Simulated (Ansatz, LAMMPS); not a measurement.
# Settings and their price: glassy 67P2O5-33Li2O (mol %) (68 atoms)

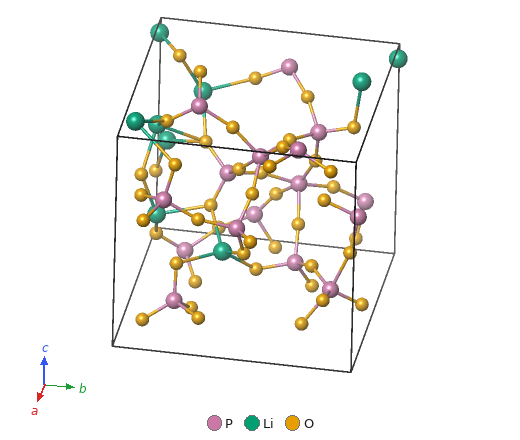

The cell (phosphorus pink, lithium teal, oxygen orange). Bonds to atoms that aren't drawn are left out. Some periodic images of atoms are drawn too.

Density of this cell: 2.50 g/cm³. The cell holds 68 atoms: 16 P, 8 Li and 44 O. Its edges and angles: a = 9.413 Å, b = 9.413 Å, c = 9.413 Å, α = 90.0°, β = 90.0°, γ = 90.0°. 68 atoms (16 P, 8 Li, 44 O) placed at random at 2.39 g/cm³, melted at 4000 K for 10 ps at fixed volume with the Morse and Coulomb pair potential with partial charges (Pedone, Malavasi, Menziani, Cormack and Segre, J. Phys. Chem. B 110, 11780 (2006)). Quenched from 4000 K to 300 K at 20 K/ps and fixed volume, held 10 ps at zero pressure.

Geometry: as built.

Reference run: Kohn-Sham DFT, PBE, PAW (set soft_2), plane waves (Ansatz 0.2.0), cutoff 420 eV, Γ point, gaussian smearing of 0.025 eV.

```
r.m.s. force component                           : 1.505 eV/Å
pressure                                         : 2.233 GPa
gap (highest filled to lowest empty level) : 1.238 eV
SCF cycles                                       : 10
time                                             : 3.8 s on 4 threads of AMD EPYC 9R45, shared host
```

Q: Estimate how much each variant changes the results, and its time and memory.
- support functions low
- support functions medium
- support functions medium, radius 3.48 Å
- support functions medium, radius 3.73 Å
- support functions medium, radius 3.94 Å
- crystal.symmetry.detect = false

Each row is set against the plane-wave reference (Kohn-Sham DFT, PBE, PAW (set soft_2), plane waves; r.m.s. force component 1.51 eV/Å). Energies are set beside the reference only for runs with its functional, potentials and electron count. Times are for 4 threads of AMD EPYC 9R45, shared host. The reference's time includes the DOS, the stress and grids, which some other runs skip.

| run | Δ force, r.m.s. (meV/Å) | share of r.m.s. force (%) | Δ energy (meV/atom) | Δ pressure (GPa) | Δ gap (eV) | cycles | time | host memory (GiB) |
| --- | --- | --- | --- | --- | --- | --- | --- | --- |
| reference | - | - | - | - | - | 10 | 3.8 s | 0.99 |
| support functions low | 0.765 | 0.0508 | -5.21 | - | 5.0e-4 | 12 | 31 s | 2.7 |
| support functions medium | 0.77 | 0.0511 | -5.22 | - | 1.0e-4 | 13 | 33 s | 2.7 |
| support functions medium, radius 3.48 Å | 0.816 | 0.0542 | -5.22 | - | -1.0e-4 | 13 | 30 s | 2.6 |
| support functions medium, radius 3.73 Å | 0.766 | 0.0509 | -5.22 | - | 2.0e-4 | 13 | 35 s | 2.9 |
| support functions medium, radius 3.94 Å | 0.765 | 0.0508 | -5.22 | - | 1.0e-4 | 13 | 41 s | 3.2 |
| crystal.symmetry.detect = false | 0 | 0 | - | 0 | 0 | 10 | 2.8 s | 0.97 |

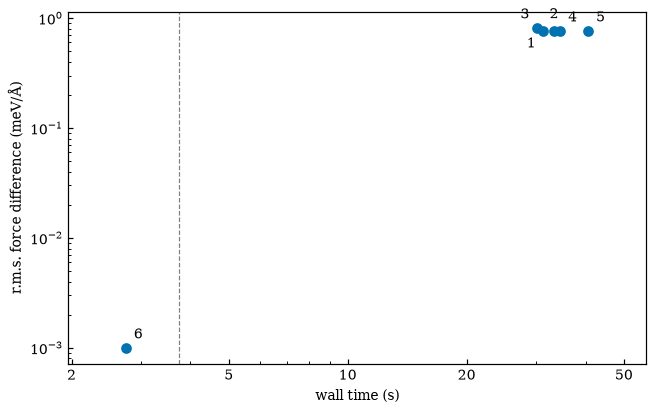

Force difference from the reference against wall time; the dashed line marks the reference's time. Points: 1 support functions low; 2 support functions medium; 3 support functions medium, radius 3.48 Å; 4 support functions medium, radius 3.73 Å; 5 support functions medium, radius 3.94 Å; 6 crystal.symmetry.detect = false.

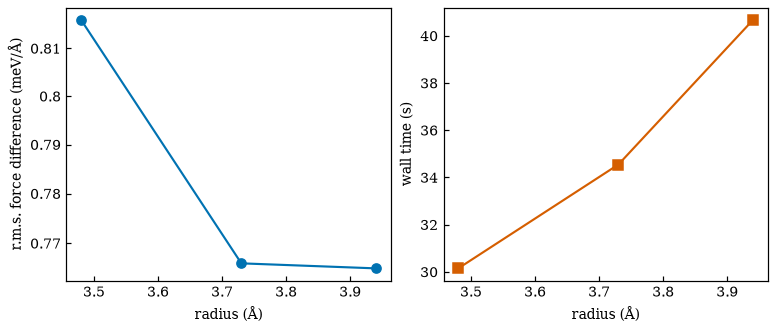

Force difference and time against the radius.

Among numerical settings the force difference runs from 0 meV/Å (crystal.symmetry.detect = false) to 0.82 meV/Å (support functions medium, radius 3.48 Å). At 68 atoms the fastest of the runs at a preset level, support functions low, takes roughly 8.3 times the time of plane waves (whose run also made extra analyses, so the like-for-like ratio is larger), in 12 SCF cycles against 10. Differences between support functions and plane waves include what basis error the plane-wave run still has. The force difference hardly changes among these support-function runs, which points to the basis of the plane-wave reference as its main source. As the radius goes from 3.48 to 3.94 Å, the force difference goes from 0.82 to 0.77 meV/Å, and the time from 30 s to 41 s. 

[Logs are printed without paths, hosts, clocks, repeated set-up lines and the standing remarks that a program may print on its own settings, such as how far it seeks lower states.]

[Hosts, paths, dates, database ids (printed as entryN), source tags and the programs' standing remarks are cut or masked in the printed files.]
